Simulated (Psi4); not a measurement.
# CH2AlN (SMILES N#[C][AlH2]): TPSS/aug-cc-pVDZ

What is the vertical ionisation energy of CH2AlN at TPSS/aug-cc-pVDZ? 

The calculation is run with Psi4 1.11.

## 1. The structure to begin with

CH2AlN has 5 atoms, charge 0, and is taken as a singlet. SMILES: `N#[C][AlH2]`. The coordinates come from a PBE0-D4/def2-TZVP relaxation.

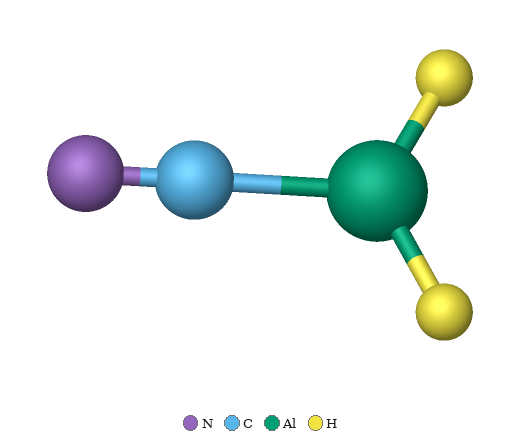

Viewed from a chosen angle; nitrogen purple, carbon blue, aluminium teal, hydrogen yellow.

## 2. A single-point energy at TPSS/aug-cc-pVDZ

Input file ch2aln.inp:

```
memory 2200 mb

molecule molecule1 {
  0 1
  N      1.382300    -1.346000     1.394200
  C      0.714200    -0.698000     0.711800
  Al    -0.407200     0.390000    -0.434600
  H     -1.629700    -0.322900    -1.120200
  H     -0.009700     1.903200    -0.592600
  symmetry c1
}

set basis aug-cc-pVDZ
set reference rks
set puream true
set e_convergence 1e-09
set d_convergence 1e-08
set scf_type pk
set dft_radial_points 99
set dft_spherical_points 590

result, w = energy("tpss", return_wfn=True)
oeprop(w, "MULLIKEN_CHARGES", "DIPOLE", "QUADRUPOLE", title="TPSS")
print_variables()
```

Launch:

```bash
$ psi4 -n 1 ch2aln.inp ch2aln.out
```

ch2aln.out:

```text
[...]
  Running in c1 symmetry.
[...]
  Nuclear repulsion =   69.014155576228063
[...]
  Multiplicity = 1
[...]
  Nalpha       = 14
  Nbeta        = 14
[...]
    Number of basis functions: 91
[...]
   @RKS iter   1:  -336.31610766350201   -5.53552e-01   6.29501e-03 DIIS/ADIIS
[...]
   @RKS iter  10:  -336.51485683460498   -2.85922e-11   8.27054e-09 DIIS
[...]
    Orbital Energies [Eh]
    ---------------------
    Doubly Occupied:
       1A    -55.692616     2A    -14.126668     3A    -10.014744
       4A     -4.035445     5A     -2.611564     6A     -2.602851
       7A     -2.600197     8A     -0.846914     9A     -0.478526
      10A     -0.367780    11A     -0.325734    12A     -0.319641
      13A     -0.310913    14A     -0.298955
[...]
  @RKS Final Energy:  -336.51485683460498
   => Energetics <=
    Nuclear Repulsion Energy =             69.0141555762280632
    One-Electron Energy =                -600.1305305176126694
    Two-Electron Energy =                 226.2972695229844362
    DFT Exchange-Correlation Energy =     -31.6957514162047893
    Empirical Dispersion Energy =           0.0000000000000000
    VV10 Nonlocal Energy =                  0.0000000000000000
    Total Energy =                       -336.5148568346049842
[...]
 Multipole Moments:
 ------------------------------------------------------------------------------------
     Multipole            Electronic (a.u.)      Nuclear  (a.u.)        Total (a.u.)
 ------------------------------------------------------------------------------------
 L = 1.  Multiply by 2.5417464519 to convert [e a0] to [Debye]
 Dipole X            :          0.6683147           -1.4258200           -0.7575053
 Dipole Y            :         -0.6482432            1.3831863            0.7349431
 Dipole Z            :          0.6836924           -1.4576532           -0.7739608
 Magnitude           :                                                    1.3088051
 L = 2.  Multiply by 1.3450342976 to convert [e a0^2] to [Debye ang]
 Quadrupole XX       :        -89.6016041           69.6482131          -19.9533910
 Quadrupole XY       :         57.1048928          -56.5820924            0.5228004
[...]
  Mulliken Charges: (a.u.)
   Center  Symbol    Alpha    Beta     Spin     Total
       1     N     3.55617  3.55617  0.00000 -0.11234
       2     C     3.12719  3.12719  0.00000 -0.25438
       3    AL     6.35536  6.35536  0.00000  0.28928
       4     H     0.48065  0.48065  0.00000  0.03871
       5     H     0.48064  0.48064  0.00000  0.03873
   Total alpha = 14.00000, Total beta = 14.00000, Total charge = -0.00000
  Variable Map:
  ----------------------------------------------------------------------------
  "CURRENT ENERGY"              =>    -336.514856834605
[...]
```

Wall time 52 s (1 thread of AMD EPYC 7R43 (Zen 3), shared host); peak memory 1.3 GiB.

## 3. The doublet cation: energy and gradient at UTPSS/aug-cc-pVDZ

Input file calc.inp:

```
memory 2200 MB

molecule molecule1 {
  1 2
  N      1.382300    -1.346000     1.394200
  C      0.714200    -0.698000     0.711800
  Al    -0.407200     0.390000    -0.434600
  H     -1.629700    -0.322900    -1.120200
  H     -0.009700     1.903200    -0.592600
  units angstrom
  symmetry c1
  no_reorient
  no_com
}

set reference uks
set puream true
set e_convergence 1e-09
set d_convergence 1e-08
set scf_type pk
set dft_radial_points 99
set dft_spherical_points 590
set maxiter 100

E, wfn = gradient("tpss/aug-cc-pVDZ", return_wfn=True)
oeprop(wfn, "MAYER_INDICES", "MULLIKEN_CHARGES", "WIBERG_LOWDIN_INDICES")
```

Launch:

```bash
$ psi4 -n 1 calc.inp calc.out
```

calc.out:

```text
[...]
  Running in c1 symmetry.
[...]
  Nuclear repulsion =   69.014155576228063
[...]
  Multiplicity = 2
[...]
  Nalpha       = 14
  Nbeta        = 13
[...]
    Number of basis functions: 91
[...]
   @UKS iter   1:  -335.87385686647207   -1.11301e-01   6.31692e-03 DIIS/ADIIS
[...]
   @UKS iter  15:  -336.10300867800146   -1.63709e-11   6.24517e-09 DIIS
[...]
   @S^2 Observed:                7.601197889E-01
[...]
  @UKS Final Energy:  -336.10300867800146
   => Energetics <=
    Nuclear Repulsion Energy =             69.0141555762280632
    One-Electron Energy =                -592.9068746051998460
    Two-Electron Energy =                 219.1700590197242491
    DFT Exchange-Correlation Energy =     -31.3803486687539177
    Empirical Dispersion Energy =           0.0000000000000000
    VV10 Nonlocal Energy =                  0.0000000000000000
    Total Energy =                       -336.1030086780014585
[...]
 Multipole Moments:
 ------------------------------------------------------------------------------------
     Multipole            Electronic (a.u.)      Nuclear  (a.u.)        Total (a.u.)
 ------------------------------------------------------------------------------------
 L = 1.  Multiply by 2.5417464519 to convert [e a0] to [Debye]
 Dipole X            :        -14.0636689           13.2815621           -0.7821068
 Dipole Y            :         13.9007782          -13.1519269            0.7488513
 Dipole Z            :        -13.4338602           12.5999379           -0.8339223
 Magnitude           :                                                    1.3667099
[...]
  -Total Gradient:
     Atom            X                  Y                   Z
    ------   -----------------  -----------------  -----------------
       1       -0.053866359857     0.052242628745    -0.055024684767
       2        0.052784974458    -0.051187709255     0.053920455123
       3       -0.010684089477     0.010346788050    -0.010920705810
       4        0.013005277226     0.004083864864     0.008332933890
       5       -0.001237784419    -0.015487545405     0.003694122555
[...]
  Mulliken Charges: (a.u.)
   Center  Symbol    Alpha    Beta     Spin     Total
       1     N     3.63797  3.33548  0.30248  0.02655
       2     C     3.06266  2.97770  0.08497 -0.04036
       3    AL     6.25851  6.15045  0.10806  0.59103
       4     H     0.52046  0.26814  0.25232  0.21139
       5     H     0.52040  0.26822  0.25217  0.21138
   Total alpha = 14.00000, Total beta = 13.00000, Total charge =  1.00000
  Mayer Bond Indices:
  Total Bond Index:
[...]
```

Wall time 2.3 min (1 thread of AMD EPYC 7R43 (Zen 3), shared host); peak memory 1.3 GiB.

## 4. What came out

Level: TPSS/aug-cc-pVDZ.

```
                                          quantity          value
                      singlet CH2AlN: total energy  -336.51486 Eh
                     singlet CH2AlN: dipole moment         3.33 D
                       singlet CH2AlN: HOMO energy       -8.13 eV
                       singlet CH2AlN: LUMO energy       -3.22 eV
                     singlet CH2AlN: HOMO–LUMO gap        4.91 eV
                      doublet cation: total energy  -336.10301 Eh
doublet cation: HOMO energy (highest over α and β)      -14.73 eV
 doublet cation: LUMO energy (lowest over α and β)      -14.29 eV
                              doublet cation: ⟨S²⟩          0.760
          doublet cation: largest force on an atom     4.785 eV/Å
vertical ionisation energy (to the doublet cation)      11.207 eV
```

In words: Removing an electron at fixed nuclei costs 11.21 eV (258 kcal/mol). The negative HOMO energy of the first species, 8.13 eV, lies 3.07 eV below that difference.
